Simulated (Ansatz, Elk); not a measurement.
# Bonding as seen by X-rays: FeRu3C

The structure of FeRu3C used here is made up (a known structure type with other elements) and was relaxed beforehand with PBEsol. The aim is the Fourier transform of its all-electron density, F(hkl), set beside the sum over free spherical atoms that refinements use.

Calculated with Elk 11.2.3 (patched build); DFT, PBE, all-electron APW+lo, Dirac cores, scalar-relativistic bands, static density, ferromagnetic start.

The structure was built from a prototype and need not be the compound's stable phase.

## (1) Starting point

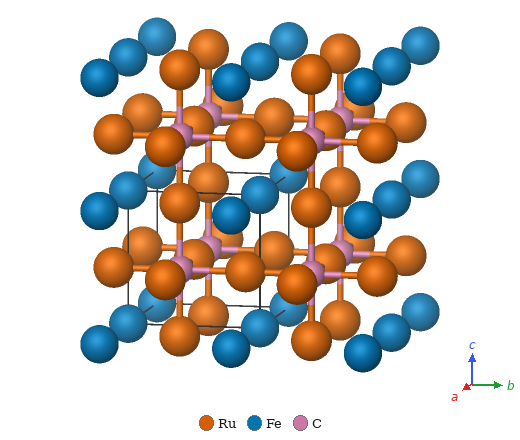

The starting structure, seen slightly off an axis (ruthenium orange, iron blue, carbon pink). 2×2×2 cells are drawn. Some periodic images of atoms are drawn too.

## (2) Ground state and structure factors

An all-electron density is needed, since X-rays see the cores too. Task 0 finds the density and task 195 Fourier-transforms it; tshift is off so that phases refer to the origin typed.

elk.in reads:

```
tasks
  0
  195
  196

xctype
  20

spinpol
  .true.

rgkmax
  7.0

gmaxvr
  14.0

lmaxo
  7

lmaxapw
  8

swidth
  0.002

tshift
  .false.

ramdisk
  .false.

hmaxvr
  5.5

maxscl
  120

epspot
  1e-06

reducebf
  0.8

sppath
  './'

avec
  7.47720948339 -0.00000000000 -0.00000000000
  -0.00000000000 7.47720948339 0.00000000000
  -0.00000000000 0.00000000000 7.47720948339

atoms
  3
  'Ru.in'
  3
  0.5000000000 0.5000000000 -0.0000000000   0.000000 0.000000 0.000000
  0.5000000000 -0.0000000000 0.5000000000   0.000000 0.000000 0.000000
  -0.0000000000 0.5000000000 0.5000000000   0.000000 0.000000 0.000000
  'Fe.in'
  1
  0.0000000000 0.0000000000 0.0000000000   0.000000 0.000000 -0.165000
  'C.in'
  1
  0.5000000000 0.5000000000 0.5000000000   0.000000 0.000000 0.000000

ngridk
  5 5 5
```

Command:

```
> OMP_NUM_THREADS=4 elk
```

Numbers of over 12 decimals in the logs are rounded to 6 here.

What it wrote:

```text
┌─────────────────────────┐
│ Elk code version 11.2.3 │
└─────────────────────────┘

All units are atomic (Hartree, Bohr, etc.)

┌─────────────────────────────────────────────────┐
│ Ground-state run starting from atomic densities │
└─────────────────────────────────────────────────┘

Lattice vectors :
   7.477209483      -0.000000000      -0.000000000
  -0.000000000       7.477209483       0.000000000
  -0.000000000       0.000000000       7.477209483

Reciprocal lattice vectors :
  0.8403115255       0.000000000       0.000000000
   0.000000000      0.8403115255       0.000000000
   0.000000000       0.000000000      0.8403115255

Unit cell volume      :    418.0407752
Brillouin zone volume :   0.5933636817

Muffin-tin inner radius fraction :   0.1000000000E-01

Nuclei treated as point charges

Species : 1 (Ru)
 parameters loaded from : Ru.in
 name : ruthenium
 nuclear charge    :   -44.00000000
 electronic charge :    44.00000000
 atomic mass :    184239.3393
 muffin-tin radius :    2.179630075
 number of radial points in muffin-tin :   1193
 inner part over the whole radius :   0.9942990411E-02
 number on inner part of muffin-tin    :    845
 approximate nuclear radius :   0.8462081736E-04
 number of mesh points to nuclear radius :    426
 atomic positions (lattice), magnetic fields (Cartesian) :
  1 :   0.50000000  0.50000000  0.00000000    0.00000000  0.00000000  0.00000000
  2 :   0.50000000  0.00000000  0.50000000    0.00000000  0.00000000  0.00000000
  3 :   0.00000000  0.50000000  0.50000000    0.00000000  0.00000000  0.00000000

Species : 2 (Fe)
 parameters loaded from : Fe.in
 name : iron
 nuclear charge    :   -26.00000000
 electronic charge :    26.00000000
 atomic mass :    101799.2075
 muffin-tin radius :    2.400000000
 number of radial points in muffin-tin :    993
 inner part over the whole radius :   0.9896234358E-02
 number on inner part of muffin-tin    :    700
 approximate nuclear radius :   0.7160107270E-04
 number of mesh points to nuclear radius :    332
 atomic positions (lattice), magnetic fields (Cartesian) :
  1 :   0.00000000  0.00000000  0.00000000    0.00000000  0.00000000 -0.16500000

Species : 3 (C)
 parameters loaded from : C.in
 name : carbon
 nuclear charge    :   -6.000000000
 electronic charge :    6.000000000
 atomic mass :    21894.16674
 muffin-tin radius :    1.508974667
 number of radial points in muffin-tin :    593
 inner part over the whole radius :   0.9984008660E-02
 number on inner part of muffin-tin    :    404
 approximate nuclear radius :   0.4747601631E-04
 number of mesh points to nuclear radius :    168
 atomic positions (lattice), magnetic fields (Cartesian) :
  1 :   0.50000000  0.50000000  0.50000000    0.00000000  0.00000000  0.00000000

Total number of atoms per unit cell :    5
Total muffin-tin volume :    202.4225266
 ratio of muffin-tin to unit cell volume :   0.4842171833

Spin treatment :
 spin-polarised
 global magnetic field (Cartesian) :    0.000000000       0.000000000       0.000000000
 collinear magnetisation in z-direction

Number of Bravais lattice symmetries :   48
Number of crystal symmetries         :   48
Crystal has inversion symmetry
Real symmetric eigensolver will be used

k-point grid :      5     5     5
k-point offset :    0.000000000       0.000000000       0.000000000
k-point set is reduced with full crystal symmetry group
Total number of k-points :       10

Muffin-tin radius times maximum |G+k| :    7.000000000
 using average radius
Maximum |G+k| for APW functions       :    3.349966751
Maximum (1/2)|G+k|²                   :    5.611138615
Maximum |G| for potential and density :    14.00000000
Constant for pseudocharge density :    8
 order of it for each species :   15  15  15
 order of it for pair densities of each species (exact exchange by exxq0 0: 16) :   11  13   4
Radial integration step length :    1

G-vector grid sizes :     35    35    35
Number of G-vectors :    19381

Maximum angular momentum used for
[...]
total in muffin-tins        :    1.472134452
 total moment                :    1.361718405

RMS change in Kohn-Sham potential (target) :    2.311124724     (  0.1000000000E-05)
Absolute change in total energy (target)   :   0.7018780607     (  0.1000000000E-03)

[... loops 3 to 26 left out ...]

┌──────────────────┐
│ Loop number : 27 │
└──────────────────┘

Energies :
 Fermi                       :     0.446256
 sum of occupied eigenvalues :     -8848.0681755344
 electron kinetic            :      15473.271078735
 core electron kinetic       :      14934.652054658
 Coulomb                     :     -29916.696235201
 Coulomb potential           :     -23718.023975684
 nuclear-nuclear             :     -1983.7840810162
 electron-nuclear            :     -32204.219489047
 Hartree                     :      4271.3073348617
 Madelung                    :     -18057.684247359
 xc potential                :     -603.09630461064
 xc effective B-field        :    -0.218967
 external B-field            :      0.000000
 exchange                    :     -454.51361487509
 correlation                 :     -8.453566
 electron entropic           :    -0.13204301781730E-02
 total energy                :     -14906.393658266
 (external B-field energy excluded from total)

Density of states at Fermi energy :    89.01614218
 (states/Hartree/unit cell)

Estimated indirect band gap :   0.3511048098E-02
 from k-point 3 to k-point 6
Estimated direct band gap   :   0.3845857020E-02
 at k-point 3

Charges :
 core                        :    96.00000000
 valence                     :    68.00000000
 interstitial                :    9.656511920
 muffin-tins (core leakage)
  species : 1 (Ru)
[...]
species : 2 (Fe)
[...]
species : 3 (C)
[...]
total in muffin-tins        :    154.3434881
 total calculated charge     :    163.9990350
 total charge                :    164.0000000
 error                       :   0.9649612097E-03

Moments :
 interstitial                :   0.1374025383E-01
 muffin-tins
  species : 1 (Ru)
[...]
species : 2 (Fe)
[...]
species : 3 (C)
[...]
total in muffin-tins        :    4.120100563
 total moment                :    4.133840817

RMS change in Kohn-Sham potential (target) :   0.3469291532E-06 (  0.1000000000E-05)
Absolute change in total energy (target)   :   0.1522548155E-04 (  0.1000000000E-03)

Convergence targets achieved

┌──────────────────┐
│ Loop number : 28 │
└──────────────────┘

Energies :
 Fermi                       :     0.446256
 sum of occupied eigenvalues :     -8848.0681740596
 electron kinetic            :      15473.271082203
 core electron kinetic       :      14934.652056416
 Coulomb                     :     -29916.696237012
 Coulomb potential           :     -23718.023975626
 nuclear-nuclear             :     -1983.7840810162
 electron-nuclear            :     -32204.219492496
 Hartree                     :      4271.3073365000
 Madelung                    :     -18057.684249199
 xc potential                :     -603.09630654466
 xc effective B-field        :    -0.218968
 external B-field            :      0.000000
 exchange                    :     -454.51361512030
 correlation                 :     -8.453566
 electron entropic           :    -0.13204116026256E-02
 total energy                :     -14906.393656825
 (external B-field energy excluded from total)

Density of states at Fermi energy :    89.01445881
 (states/Hartree/unit cell)

Estimated indirect band gap :   0.3511049643E-02
 from k-point 3 to k-point 6
Estimated direct band gap   :   0.3845976318E-02
 at k-point 3

Charges :
 core                        :    96.00000000
 valence                     :    68.00000000
 interstitial                :    9.656511992
 muffin-tins (core leakage)
  species : 1 (Ru)
[...]
atom 3                    :    41.65070930     (  0.1136493832E-05)
  species : 2 (Fe)
   atom 1                    :    24.79494987     ( -0.2258117124E-06)
  species : 3 (C)
   atom 1                    :    4.596410226     (  0.4704923144E-04)
 total in muffin-tins        :    154.3434880
 total calculated charge     :    163.9990350
 total charge                :    164.0000000
 error                       :   0.9649611267E-03

Moments :
 interstitial                :   0.1373982044E-01
 muffin-tins
  species : 1 (Ru)
[...]
atom 3                    :   0.2502628938
  species : 2 (Fe)
   atom 1                    :    3.343463122
  species : 3 (C)
   atom 1                    :   0.2585676718E-01
 total in muffin-tins        :    4.120108571
 total moment                :    4.133848392

┌──────────────────────────────┐
│ Self-consistent loop stopped │
└──────────────────────────────┘

Wrote STATE.OUT
```

Run time: 2.7 min. Hardware: 4 threads of Arm Neoverse V1, shared host; peak memory 0.51 GiB; 8.5 min of CPU time.

SFACRHO.OUT:

```text

h k l indices transformed by vhmat matrix:
   1.000000000       0.000000000       0.000000000    
   0.000000000       1.000000000       0.000000000    
   0.000000000       0.000000000       1.000000000    

      h      k      l  multipl.   |H|            Re(F)            Im(F)           |F|

      0      0      0      1   0.0000000       164.00000     -0.60715711E-16   164.00000    
     -1      0      0      6  0.84031153      -21.278245     -0.93103774E-14   21.278245    
      1     -1      0     12   1.1883800      -11.319142      0.41215980E-14   11.319142    
     -1     -1     -1      8   1.4554623       117.12583      0.23646712E-13   117.12583    
      0      0     -2      6   1.6806231       117.24075      0.16512999E-13   117.24075    
     -1     -2      0     24   1.8789937      -16.166281     -0.83913634E-14   16.166281    
      1     -2      1     24   2.0583345      -10.440414     -0.14338849E-13   10.440414    
      0      2     -2     12   2.3767599       99.329839     -0.68545261E-14   99.329839    
      0     -3      0      6   2.5209346      -14.000072     -0.20272004E-13   14.000072    
     -1      2     -2     24   2.5209346      -14.228469     -0.11974597E-13   14.228469    
      3      1      0     24   2.6572984      -10.153189     -0.10136642E-14   10.153189    
      1     -3      1     24   2.7869980       87.077055      0.57433533E-14   87.077055    
     -2      2      2      8   2.9109245       88.500973     -0.12586120E-13   88.500973    
     -3      2      0     24   3.0297863      -13.244945     -0.63240816E-14   13.244945    
     -3      1      2     48   3.1441578      -9.7599202      0.15020296E-14   9.7599202    
      0     -4      0      6   3.3612461       81.044293      0.23101190E-13   81.044293    
      2     -2     -3     24   3.4646932      -12.749332     -0.19448158E-14   12.749332    
      4     -1      0     24   3.4646932      -12.864394     -0.47830263E-14   12.864394
```

Elk indexes on the primitive cell of elk.in and gives |H| = 4π sin θ/λ in inverse bohr. Below, one row stands for each form hkl of the conventional cell (m members, Friedel mates merged), F is for one primitive cell and the density is static (no thermal factor). Free-atom factors are Waasmaier and Kirfel's, and R is Σm||F|−|F'||/Σm|F|. Elk warned that it couldn't find a linearisation energy, which lowers the accuracy of some states in this run and its variants.

```tsv
hkl	m	sin θ/λ (Å⁻¹)	abs F, DFT	neutral atoms	diff.
100	6	0.126	21.278	21.310	-0.032
110	12	0.179	11.319	11.646	-0.327
111	8	0.219	117.126	118.188	-1.062
200	6	0.253	117.241	117.825	-0.584
210	24	0.283	16.166	16.047	+0.120
211	24	0.309	10.440	10.556	-0.116
220	12	0.357	99.330	99.239	+0.091
300	6	0.379	14.000	14.143	-0.143
221	24	0.379	14.229	14.143	+0.085
310	24	0.400	10.153	9.960	+0.193
311	24	0.419	87.077	86.733	+0.345
222	8	0.438	88.501	88.156	+0.345
320	24	0.456	13.245	13.235	+0.010
321	48	0.473	9.760	9.607	+0.153
```

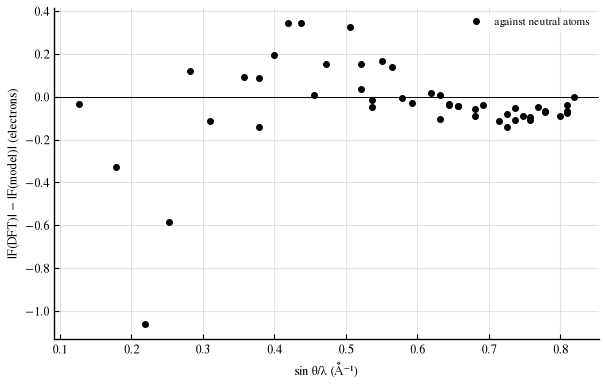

Difference between the calculated structure factors and the independent-atom ones.

## (3) The magnetisation density

The same run holds the spin density, and task 196 transforms it. The order is that of the start, and no other was tried.

SFACMAG_1.OUT:

```text

h k l indices transformed by vhmat matrix:
   1.000000000       0.000000000       0.000000000    
   0.000000000       1.000000000       0.000000000    
   0.000000000       0.000000000       1.000000000    

      h      k      l  multipl.   |H|            Re(F)            Im(F)           |F|

      0      0      0      1   0.0000000       4.1338486     -0.49540796E-17   4.1338486    
     -1      0      0      6  0.84031153       2.6887781     -0.43793510E-16   2.6887781    
      1     -1      0     12   1.1883800       2.4030216      0.13744838E-16   2.4030216    
     -1     -1     -1      8   1.4554623       2.5973825      0.88354683E-16   2.5973825    
      0      0     -2      6   1.6806231       2.2325082      0.38876397E-16   2.2325082    
     -1     -2      0     24   1.8789937       1.6013131     -0.22841871E-16   1.6013131    
      1     -2      1     24   2.0583345       1.4770222     -0.35272077E-16   1.4770222    
      0      2     -2     12   2.3767599       1.2674287     -0.13585892E-16   1.2674287    
      0     -3      0      6   2.5209346       1.1072462      0.47578736E-17   1.1072462    
     -1      2     -2     24   2.5209346       1.0254945     -0.15805058E-16   1.0254945    
      3      1      0     24   2.6572984      0.92427265     -0.60371881E-18  0.92427265    
      1     -3      1     24   2.7869980      0.86322674     -0.63955414E-17  0.86322674    
     -2      2      2      8   2.9109245      0.78707625     -0.44049075E-17  0.78707625    
     -3      2      0     24   3.0297863      0.72478032      0.14394309E-17  0.72478032    
     -3      1      2     48   3.1441578      0.62580078      0.37932963E-17  0.62580078    
      0     -4      0      6   3.3612461      0.47655749     -0.30112069E-16  0.47655749
```

The total moment is 4.13 μB a cell; sphere moments: Ru1 +0.25, Ru2 +0.25, Ru3 +0.25, Fe4 +3.34, C5 +0.03 μB. Polarised neutrons measure spin and orbital magnetisation together; without spin-orbit coupling the run gives the spin part:

```tsv
hkl	sin θ/λ (Å⁻¹)	abs F_M (μB)
100	0.126	2.689
110	0.179	2.403
111	0.219	2.597
200	0.253	2.232
210	0.283	1.601
211	0.309	1.477
220	0.357	1.267
300	0.379	1.107
221	0.379	1.026
310	0.400	0.924
311	0.419	0.863
222	0.438	0.787
320	0.456	0.725
321	0.473	0.626
```

[end of part 1 of 2]

[Logs are printed without paths, hosts, clocks, repeated set-up lines and the standing remarks that a program may print on its own settings, such as how far it seeks lower states.]

[Hosts, paths, dates, database ids (printed as entryN), source tags and the programs' standing remarks are cut or masked in the printed files.]
